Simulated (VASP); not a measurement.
Consider the following.

```
Bi
1.0
    4.09874    -2.26602    -0.01683
    4.09874     2.26602    -0.01683
    2.86124     0.00000     3.70784
Bi
2
Direct
  0.23683   0.23683   0.23683
  0.76317   0.76317   0.76317
```

The numbers are results of vdW-DF-cx, VASP's PBE PAW potentials (set 64) (plane waves; VASP), not measurements. Numerical set-up: 520 eV cut-off, 11×11×11 Γ-centred mesh, tetrahedra with Blöchl corrections, potentials Bi_d.

Unless said otherwise, spin-orbit coupling is left out, though it shifts the bands of the heavy elements here.

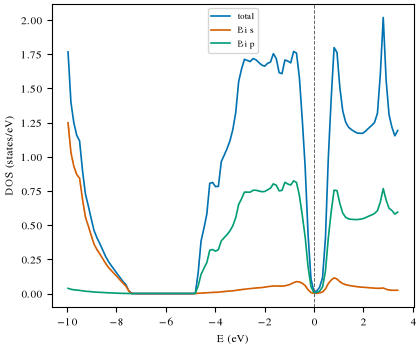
Fig. 1. Total and projected density of states, zero at the Fermi level

Within 2 eV below the Fermi level the largest weight inside VASP's projection spheres is Bi p.

It has no gap at this level: it comes out as a metal or semimetal.

The compound is Bi in the a7 structure. It was relaxed first.
